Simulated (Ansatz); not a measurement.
**Single-point calculation of CuSiAsH6**

System: CuSiAsH6 (Cu(AsH3)(SiH3)).
Method: RKS PBE0-D4/def2-TZVP (Ansatz 0.2.0).

The geometry comes from this level: PBE0-D4/def2-SVP. Figures and captions count atoms from 1; the log counts them from 0 in places.

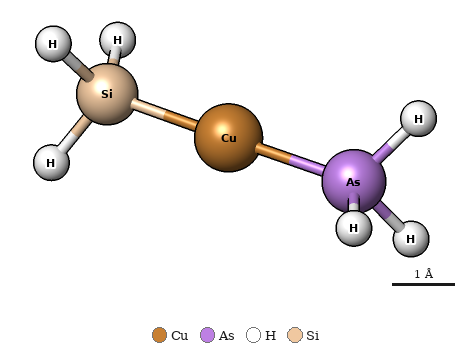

*The structure as given in the input (ball-and-stick view, seen at a tilt). Sticks mark near contacts.*

Bond lengths as drawn: As–Cu 2.36 Å, As–H 1.51 Å, Cu–Si 2.29 Å and H–Si 1.51 Å.

Input:
```yaml
crystal:
  periodic: [false, false, false]
  atoms:
    - {symbol: Cu, position_ang: [-0.002298, -0.012943, -0.077491]}
    - {symbol: As, position_ang: [-0.007536, -0.029722, 2.284823]}
    - {symbol: H, position_ang: [0.823065, -1.036142, 3.048885]}
    - {symbol: H, position_ang: [-1.294942, -0.247284, 3.047571]}
    - {symbol: H, position_ang: [0.447095, 1.192294, 3.050517]}
    - {symbol: Si, position_ang: [0.006697, 0.024901, -2.369836]}
    - {symbol: H, position_ang: [1.330760, 0.406984, -2.982712]}
    - {symbol: H, position_ang: [-0.972449, 0.995357, -2.981612]}
    - {symbol: H, position_ang: [-0.330412, -1.293454, -3.020135]}
basis:
  gaussian: {orbitals: def2-TZVP, initial_orbitals: start.molden}
hamiltonian: {xc: pbe0, dispersion: d4}
scf: {omitted_lower_state_checks: [starts]}
output: {forces: true, orbitals: {seedname: orbitals}}
```

Command:
```bash
ansatz run in.yaml --threads 4 --pin off --events-out ev --progress --plain --max-ram 3916MiB
```

What the program printed:
```
Functional definition: PBE0
  name "PBE0"
  cite "Adamo & Barone, J. Chem. Phys. 110, 6158 (1999) doi:10.1063/1.478522"
  cite "Perdew, Burke & Ernzerhof, Phys. Rev. Lett. 77, 3865 (1996) doi:10.1103/PhysRevLett.77.3865"
  parent pbe
  parameter a = 0.25
  parameter kappa = 0.804
  parameter beta = 0.06672455060314922
  exchange = (1 - a)*pbe_x(kappa = kappa, mu = beta*pi^2/3) + a*exact_x
  correlation = pbe_c(beta = beta)
these checks for a lower state are left out or cut short: starts
1314 factors; integrals over basis functions are off by at most 8.3e-4 eV
mean field evaluation 1: about -113438.6039 eV, gradient 1.5e2 eV
mean field evaluation 2: about -113440.2438 eV, gradient 3.8e0 eV
mean field evaluation 4: about -113440.4504 eV, gradient 4.7e-1 eV
mean field evaluation 8: about -113440.4512 eV, gradient 1.5e-5 eV
mean field -113440.45123247 eV, -4168.8596900939 hartree, gradient 1.5e-5 eV, S^2 0.000000; 0 other end points of the search recorded, 0 dependent functions left out
the calculation of the forces begins
reference -113440.45127245 eV, -4168.8596915631 hartree; 41, 41 occupied and 125, 125 virtual orbitals, 1314 factors
Total energy: -113440.60728547 eV, -4168.8654249358 hartree
Atom 0 at    -0.002298    -0.012943    -0.077491 Å, force     0.000431     0.002176    -0.069118 eV/Å
Atom 1 at    -0.007536    -0.029722     2.284823 Å, force    -0.000050     0.000296     0.170701 eV/Å
Atom 2 at     0.823065    -1.036142     3.048885 Å, force    -0.031277     0.037320    -0.035015 eV/Å
Atom 3 at    -1.294942    -0.247284     3.047571 Å, force     0.048256     0.007663    -0.034672 eV/Å
Atom 4 at     0.447095     1.192294     3.050517 Å, force    -0.017039    -0.046015    -0.032484 eV/Å
Atom 5 at     0.006697     0.024901    -2.369836 Å, force     0.000727     0.003644    -0.224213 eV/Å
Atom 6 at     1.330760     0.406984    -2.982712 Å, force    -0.123952    -0.036590     0.073703 eV/Å
Atom 7 at    -0.972449     0.995357    -2.981612 Å, force     0.091401    -0.091618     0.073479 eV/Å
Atom 8 at    -0.330412    -1.293454    -3.020135 Å, force     0.031501     0.123124     0.077620 eV/Å
Dipole moment:    -0.004660    -0.018184     1.474091 e Å
Checks for a lower state left out: starts
```

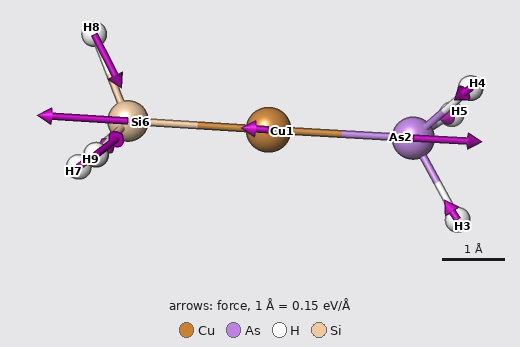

*Forces on the atoms as pink arrows (ball-and-stick view, seen at a tilt; atoms are numbered from 1 in the order of the input).*

The largest act on Si6 (0.22 eV/Å); As2 (0.17 eV/Å); H7, H8, H9 (0.15 eV/Å); Cu1 (0.07 eV/Å). The geometry is not a stationary point of this energy.

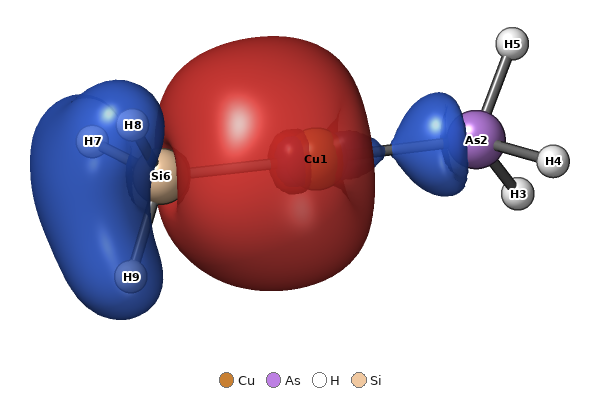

*The HOMO at ±0.08 Å⁻³ᐟ² (red and blue are the two phases), seen at a tilt.*

It lies mainly on Si6 (45 %) and Cu1 (40 %). Its energy is −6.14 eV.

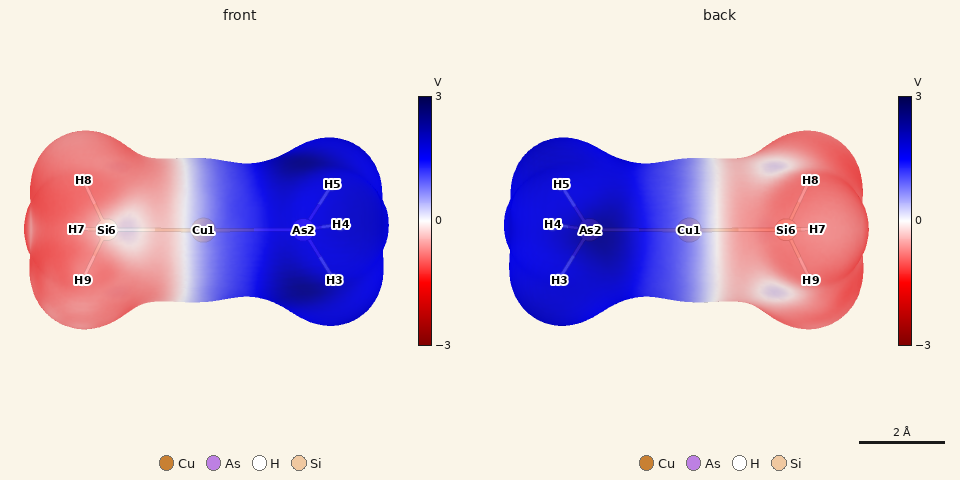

*The electrostatic potential painted on the density surface at 0.004 e/bohr³, seen at a tilt and from behind; red is negative and blue positive.*

A positive charge is drawn to the negative regions and a negative charge to the positive ones.

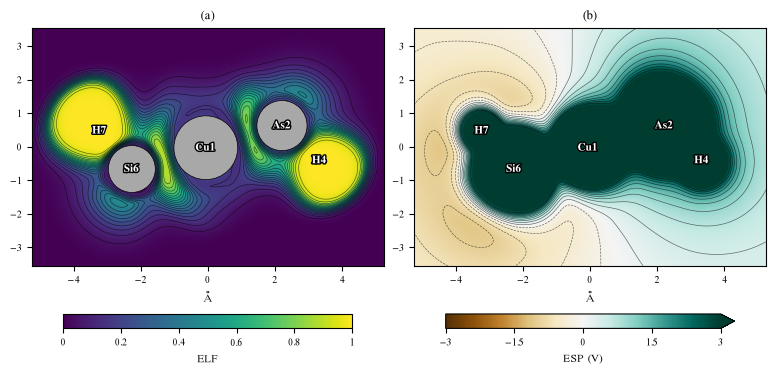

*(a) electron localisation function; (b) electrostatic potential on the plane of atoms Cu1, As2 and H4. Grey discs, where drawn, cover atomic cores.*

The section cuts through Cu, As, H and Si sites. Cu–Si (2.29 Å): the ELF peaks at about 0.90 between the atoms, which marks a shared electron pair. Si–H (1.51 Å): the ELF climbs to about 1 towards the hydrogen, as it does in any bond to H. As–H (1.51 Å): the ELF climbs to about 1 towards the hydrogen.

Results in brief:

- outcome: converged
- total energy: −113440.6073 eV
- mean-field energy: −113440.4513 eV
- dispersion energy: −0.1560 eV
- SCF solution under orbital rotations: stable
- HOMO: −6.14 eV
- LUMO: −0.90 eV
- largest force (length of the vector): 0.224 eV/Å
- dipole moment: 7.08 D
- hardware: 4 threads of Arm Neoverse V2, 95 GiB of memory available, shared host
- wall time: 3.6 s (CPU time 13 s)
- peak memory: 0.4 GiB
